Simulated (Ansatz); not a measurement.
```yaml
atoms:
  - { symbol: W, position_ang: [0.2050, 0.1254, 0.2825] }
  - { symbol: Cl, position_ang: [-0.4890, 0.3598, 2.4659] }
  - { symbol: O, position_ang: [2.0225, -0.3290, 0.1449] }
  - { symbol: H, position_ang: [2.4361, -1.1229, -0.2209] }
  - { symbol: H, position_ang: [0.1172, 1.6720, -0.4032] }
  - { symbol: H, position_ang: [-1.2171, -0.7670, 0.2528] }
  - { symbol: H, position_ang: [0.1199, -1.1983, -0.7380] }
  - { symbol: H, position_ang: [-0.6974, 0.3081, -1.1339] }
```

Core potentials replace the inner electrons of W.

These are results of Ansatz, RKS B3LYP-D4/def2-SVP, not measurements.

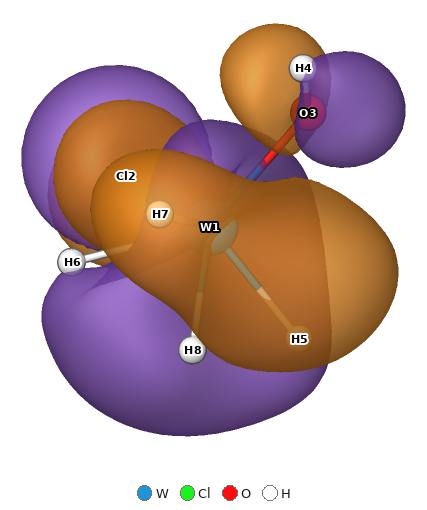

ClH₅OW. The LUMO at ±0.06 Å⁻³ᐟ² (orange and purple are the two phases), seen at an oblique angle.

Question: What is the character of this orbital?

Answer: It lies mainly on W1 (about 65 %), Cl2 (about 10 %) and O3 (about 10 %). Its energy is −2.82 eV.
